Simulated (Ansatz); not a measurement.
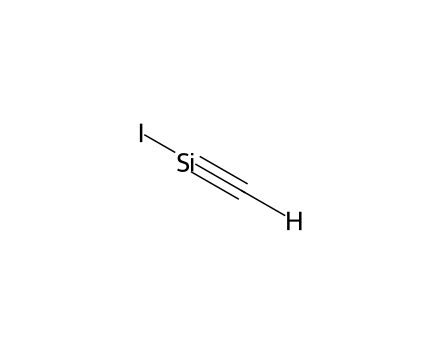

Structural formula above. The geometry was computed by an optimisation with PBE0-D4/def2-TZVP. No frequency run is at hand to confirm it as a minimum.

What does the molecule look like in three dimensions?

Formula CHISi. As SMILES it reads `C#[Si]I`. This geometry has Cs symmetry. All atoms lie on one plane. Coordination: 1 C bent; 1 Si bent.

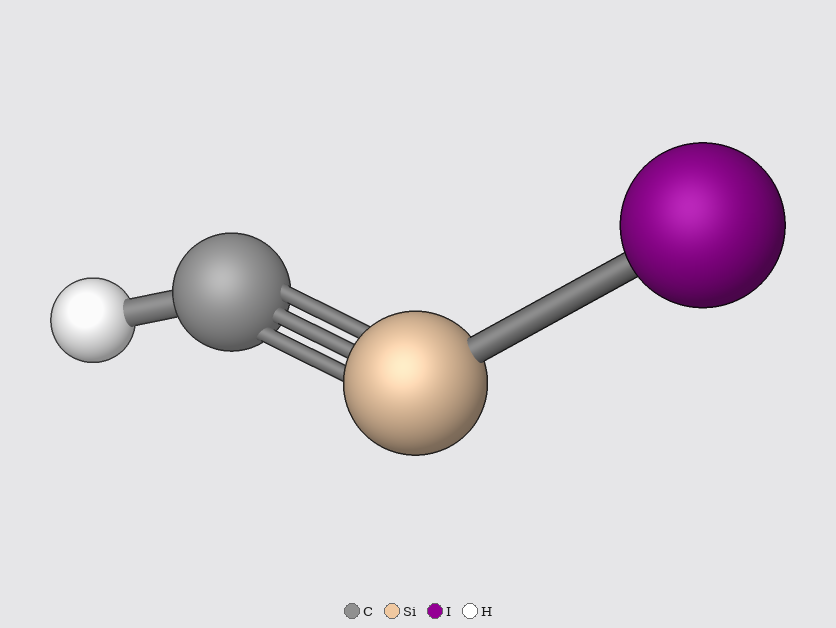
